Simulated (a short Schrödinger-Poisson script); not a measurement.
System: MOS inversion layer, SiO2 on p-type Si(100), at 400 K.

```csv
layer,material,thickness (nm),Na (cm⁻³)
1,SiO2,1.3,-
2,Si,360,1.4e18
```

Constants are typed, rounded textbook-type inputs, not results; the design itself was drawn at random and stands for no fabricated device. SiO2: permittivity 3.9, conduction-band edge (eV) 3.15, gap (eV) 9, electron mass (mₑ) 0.5. Si: permittivity 11.7, conduction-band edge (eV) 0, gap (eV) 1.124, Nv at 300 K (cm⁻³) 3.1e19.

Channel valleys (confinement mass, in-plane density-of-states mass, number): Δ2 0.916, 0.19, 2; Δ4 0.19, 0.417, 4. At the gate the conduction-band edge of layer 1 lies 3.23 eV − eVg above the Fermi level of the channel; the field vanishes at the back. Gaps are held at their typed values at every temperature. Mesh 0.03 nm at interfaces.

From a short Schrödinger-Poisson script (our own, NumPy): 1D Poisson equation in equilibrium, electrons quantum, Hartree (BenDaniel-Duke, 12 states a valley, the channel's in-plane mass for all, wave functions free to enter the dielectric), parabolic valleys, classical holes, full ionisation, no traps, pinning or gate leakage.

Only gate voltages with over 1e8 electrons/cm² are shown.

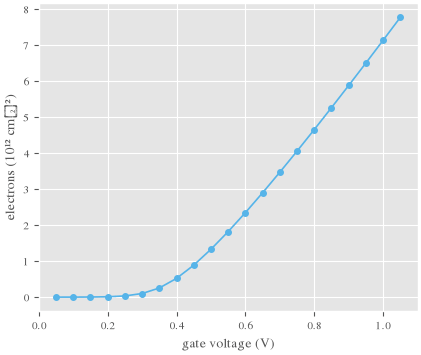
Figure. Sheet density against gate voltage

```
Vg (V)  electrons (cm⁻²)  C (μF/cm²)  Δ2 E0 (meV)  Δ2 E1 (meV)  Δ4 E0 (meV)  Δ4 E1 (meV)
------  ----------------  ----------  -----------  -----------  -----------  -----------
0.05              3.08e8       0.350        359.0        442.1        419.7        554.7
0.15              3.26e9       0.342        276.4        363.2        339.4        480.9
0.25             3.39e10       0.421        194.6        284.9        259.8        407.4
0.35             2.53e11       0.872        124.0        217.8        191.5        344.3
0.45             8.88e11        1.41         78.7        176.8        149.0        306.2
0.55             1.82e12        1.69         51.5        154.0        124.8        285.6
0.65             2.90e12        1.83         32.7        139.8        109.0        273.2
0.75             4.06e12        1.92         18.3        129.9         97.6        264.8
0.85             5.26e12        1.98          6.5        122.5         88.5        258.7
0.95             6.50e12        2.02         -3.8        116.6         81.1        254.0
1.05             7.77e12        2.05        -12.9        111.8         74.6        250.2
```

Subbands count from the Fermi level.
